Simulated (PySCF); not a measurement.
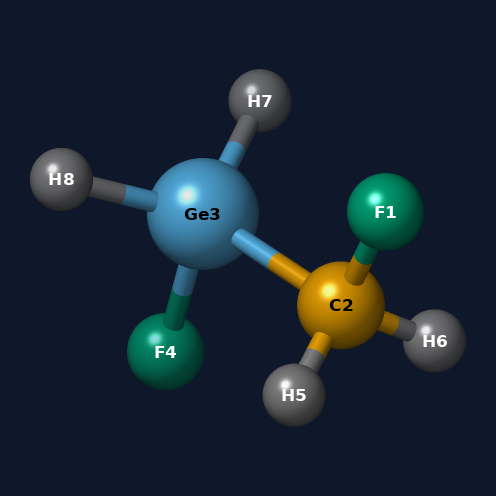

The computed structure is the end point of a GFN2-xTB optimisation. No frequency run is at hand to confirm it as a minimum. Properties computed with B3LYP/pcJ-1 (pcSseg-1 on Ge) indirect spin-spin coupling, non-relativistic, gas phase (PySCF 2.14.0). Isotopes: 13C, 19F, 1H.

Give the spin–spin coupling constants of these pairs, with the number of bonds between them: F1/H6, C2/H7, H5/H6, H7/H8, F1/F4, F4/H6.

| pair | bonds apart | J (Hz) |
| --- | --- | --- |
| F1, H6 | 2 | 53.8 |
| C2, H7 | 2 | 14.7 |
| H5, H6 | 2 | −10.9 |
| H7, H8 | 2 | 34.2 |
| F1, F4 | 3 | −13.5 |
| F4, H6 | 3 | −2.6 |

Density functionals are unreliable for couplings to fluorine, so those rows may be far off.

The geometry is semi-empirical. Around Ge such bond lengths and angles can be off by a tenth of an ångström or more and by several degrees, and values that hang on the shape move with them.
